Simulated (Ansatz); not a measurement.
Single-point calculation of SiH₆SeO

The run: single-point calculation of SiH₆SeO. Method and program: RKS PBE0-D4/def2-TZVPP (Ansatz 0.2.0).

The geometry is a transition state. The reaction was set up to form Si1–Se7 and H2–H6 and to break Si1–H2 and H6–Se7 (atoms counted from 1 in the order of the input); sticks are drawn by distance alone. The geometry comes from this level: PBE0-D4/def2-TZVP.

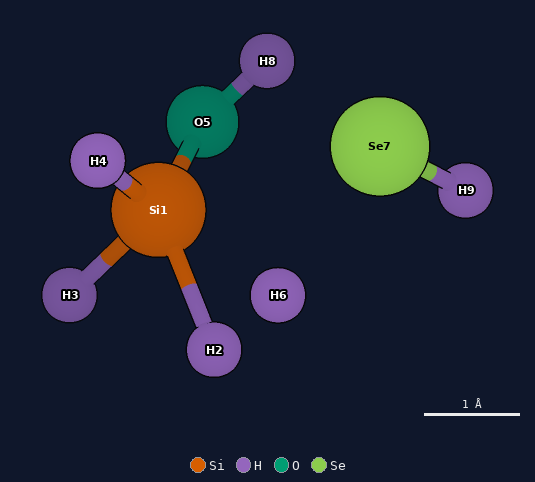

*The structure as given in the input (ball-and-stick view, seen at a tilt; atoms are numbered from 1 in the order of the input).*

Bond lengths as drawn: H–O 0.96 Å, H–Se 1.47 Å, H–Si 1.48 to 1.72 Å and O–Si 1.63 Å.

## Summary

```tsv
quantity	value
outcome	converged
total energy	−75359.2896 eV
mean-field energy	−75359.1360 eV
dispersion energy	−0.1535 eV
SCF solution under orbital rotations	stable
HOMO	−6.88 eV
LUMO	−0.80 eV
hardware	4 threads of Arm Neoverse V1, 23 GiB of memory available, shared host
wall time	2.2 s (CPU time 8.2 s)
peak memory	0.48 GiB
```

## The input
```yaml
crystal:
  periodic: [false, false, false]
  atoms:
    - {symbol: Si, position_ang: [-0.585836, -0.497004, 0.340729]}
    - {symbol: H, position_ang: [0.559513, -1.466023, -0.490176]}
    - {symbol: H, position_ang: [-1.539009, -1.552624, -0.091950]}
    - {symbol: H, position_ang: [-0.112243, -0.769642, 1.711255]}
    - {symbol: O, position_ang: [-1.470457, 0.805617, -0.085061]}
    - {symbol: H, position_ang: [1.068792, -0.703715, -0.360252]}
    - {symbol: Se, position_ang: [1.647571, 1.058356, 0.156931]}
    - {symbol: H, position_ang: [-1.008741, 1.640159, 0.053721]}
    - {symbol: H, position_ang: [1.440412, 1.484976, -1.235197]}
basis:
  gaussian: {orbitals: def2-TZVPP}
hamiltonian: {xc: pbe0, dispersion: d4}
output: {orbitals: {seedname: orbitals}}
```

Launched with:
```bash
ansatz run in.yaml --threads 4 --pin off --events-out ev --progress --plain --max-ram 9574MiB
```

## Output
```
Functional definition: PBE0
  name "PBE0"
  cite "Adamo & Barone, J. Chem. Phys. 110, 6158 (1999) doi:10.1063/1.478522"
  cite "Perdew, Burke & Ernzerhof, Phys. Rev. Lett. 77, 3865 (1996) doi:10.1103/PhysRevLett.77.3865"
  parent pbe
  parameter a = 0.25
  parameter kappa = 0.804
  parameter beta = 0.06672455060314922
  exchange = (1 - a)*pbe_x(kappa = kappa, mu = beta*pi^2/3) + a*exact_x
  correlation = pbe_c(beta = beta)
1208 factors; their error is unknown
mean field evaluation 1: about -75354.5027 eV, gradient 5.1e1 eV
mean field evaluation 2: about -75343.7035 eV, gradient 9.1e1 eV
mean field evaluation 4: about -75358.6856 eV, gradient 3.0e0 eV
mean field evaluation 8: about -75358.7039 eV, gradient 6.3e-2 eV
mean field evaluation 16: about -75359.1360 eV, gradient 6.0e-5 eV
mean field -75359.13599625 eV, -2769.3971676052 hartree, gradient 6.0e-5 eV, S^2 0.000000; 0 other end points of the search recorded, 0 dependent functions left out
reference -75359.13602477 eV, -2769.3971686533 hartree; 31, 31 occupied and 174, 174 virtual orbitals, 1208 factors
Total energy: -75359.28955183 eV, -2769.4028106688 hartree
```

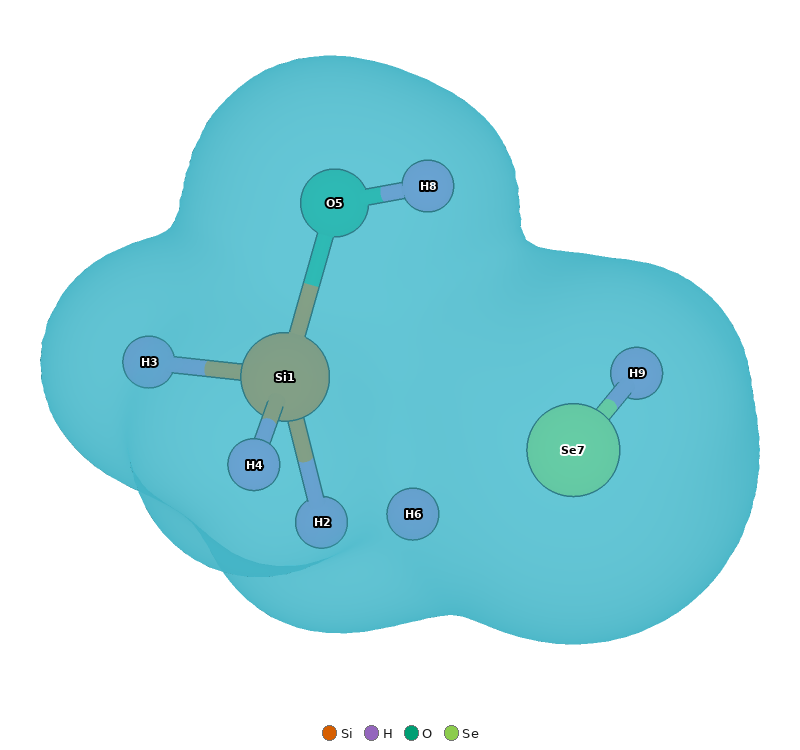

*Isosurface of the total electron density at 0.05 e/Å³ (cyan), seen at a tilt.*

At this value the surface is in one piece. On the grid the lowest density along these lines, outside the cores, is 0.41 e/Å³ (Si···H, 1.81 Å), 1.1 e/Å³ (Si–O, 1.63 Å), 2.4 e/Å³ (O–H, 0.96 Å) and 1.2 e/Å³ (Se–H, 1.47 Å).

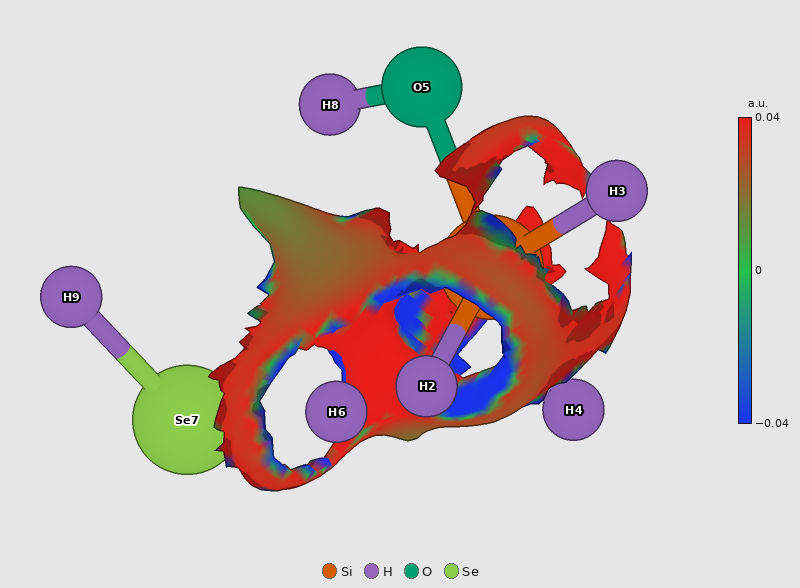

*Non-covalent interaction (NCI) plot: the surface where the reduced density gradient is 0.6, for densities under 0.05 a.u., coloured by sign(λ₂)ρ; seen at an oblique angle.*

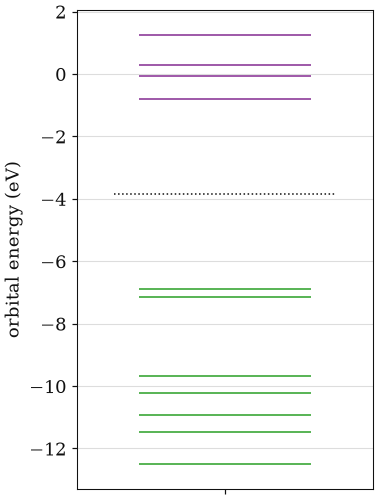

*Orbital energies near the frontier; the dotted line parts filled from empty levels, and levels within 0.02 eV of each other stand side by side.*

Highest filled −6.88 eV, lowest empty −0.80 eV, 6.08 eV apart.
